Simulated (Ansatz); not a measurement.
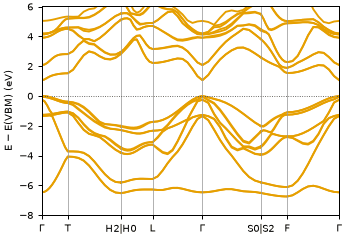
Band structure from plane-wave PAW r²SCAN with spin–orbit coupling (Ansatz code)

Problem. Read off the gap and where the band edges lie.

Solution. About 1.1 eV (1.05 eV by a search for the band edges); maximum at Γ, minimum at Γ.

The material is InGaP2 in space group R3m (No. 160; In on 3a, Ga on 3a, P on 3a, P on 3a).

The first step of the workflow began from a Materials Project structure, measured or hypothetical; the Crystallography Open Database copy checked does not list it. With In and Ga taken as one species the cell has the higher symmetry F-43m, so it may be an ordered model of a mixed-site phase. Its standing as an ambient phase is unchecked. The cell was relaxed with r²SCAN under the symmetry of its start; of distortions, only those at the zone centre were tested.

Potentials: the later of the program's two PAW sets.
